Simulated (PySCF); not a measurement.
CH3FO2Si, SMILES `O=CO[SiH2]F`.

Method: BHandHLYP/def2-SVPD; geometry: GFN2-xTB; program: PySCF. No frequency check shows the geometry to be a minimum.

Input script:

```python
import numpy as np
from pyscf import gto, scf, dft, tdscf
from pyscf.scf import atom_ks, atom_hf
from scipy.linalg import block_diag

def solve(mol, dm0=None, hcore=None):
    mf = (dft.UKS if mol.spin else dft.RKS)(mol, xc='bhandhlyp')
    mf.grids.level = 3
    mf = mf.density_fit(auxbasis='def2-universal-jkfit')
    mf.conv_tol, mf.max_cycle = 1e-8, 80
    if hcore is not None:
        mf.get_hcore = lambda *args: hcore
    mf.kernel(dm0)
    if not mf.converged:
        mf = mf.newton().run(mf.mo_coeff, mf.mo_occ, max_cycle=30)
    assert mf.converged, 'SCF not converged'
    return mf

mol = gto.M(atom='''
O     -2.19113    -0.54642     0.00003
C     -1.63574     0.50866    -0.00006
O     -0.33444     0.68335    -0.00003
Si     0.82184    -0.50095    -0.00011
F      2.11960     0.42843     0.00022
H     -2.15881     1.48036     0.00022
H      0.79880    -1.23450    -1.24699
H      0.79686    -1.23584     1.24682
''', basis='def2-svpd', charge=0, spin=0, verbose=4)
mf = solve(mol)
td = mf.TDDFT()
td.nstates, td.singlet, td.conv_tol = 5, True, 1e-5
td.kernel()
td.analyze()
x, y = np.array([p[0] for p in td.xy]), np.array([p[1] + 0 * p[0] for p in td.xy])
f, mu = td.oscillator_strength(), td.transition_dipole()
nto = [td.get_nto(state=i + 1, verbose=4) for i in range(len(td.e))]
# spherically averaged free atoms, for the promolecule
atm = atom_ks.get_atm_nrks(mol, xc='bhandhlyp')
pro = block_diag(*[(atm[a[0]][2] * atm[a[0]][3]) @ atm[a[0]][2].T for a in mol._atom])
np.savez('result.npz', e=td.e, f=f, ok=td.converged, w=[n[0] for n in nto], nto=[n[1] for n in nto], x=x, y=y, c=mf.mo_coeff, occ=mf.mo_occ, eps=mf.mo_energy, pro=pro, mu=mu)
```

Command:

```sh
OMP_NUM_THREADS=1 python input.py
```

The run took 15 min on 1 thread of Arm Neoverse V2, on a shared host, peak memory 0.83 GiB.

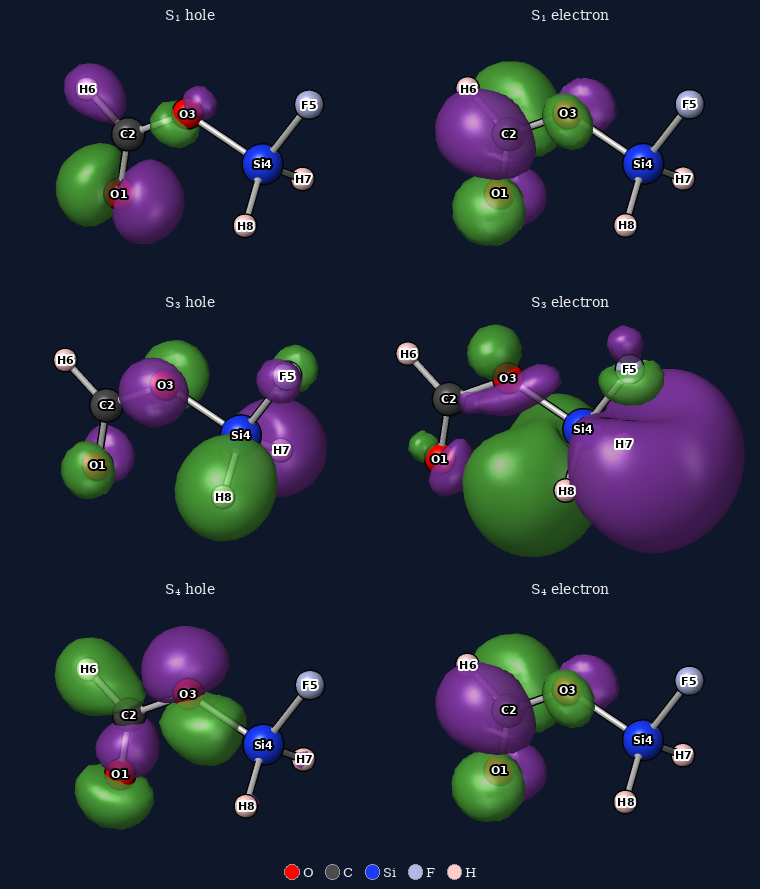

Leading natural transition orbitals (full linear response singlet states).

Describe these excited states.

By state:
- S₁: 6.06 eV (205 nm), f = 0.001 (very weak), n → π*; the leading pair carries 100 %; hole on O1 (71 %), C2 (12 %) and O3 (8 %), electron on C2 (47 %), O1 (31 %) and O3 (11 %); their centroids lie 0.6 Å apart.
- S₃: 8.85 eV (140 nm), f = 0.001 (very weak); the leading pair carries 79 %; hole on O3 (24 %), Si4 (22 %) and H7 and H8 (16 % each), electron on Si4 (46 %), C2 (12 %) and O1 (9 %) (shares are of the whole state, not of the leading pair alone); their centroids lie 0.5 Å apart; S₄ lies within 0.1 eV of it.
- S₄: 8.92 eV (139 nm), f = 0.002 (very weak); the leading pair carries 79 %; hole on O3 (39 %), O1 (20 %) and Si4 (12 %), electron on C2 (38 %), O1 (23 %) and Si4 (14 %) (shares are of the whole state, not of the leading pair alone); their centroids lie 0.4 Å apart; S₃ lies within 0.1 eV of it.
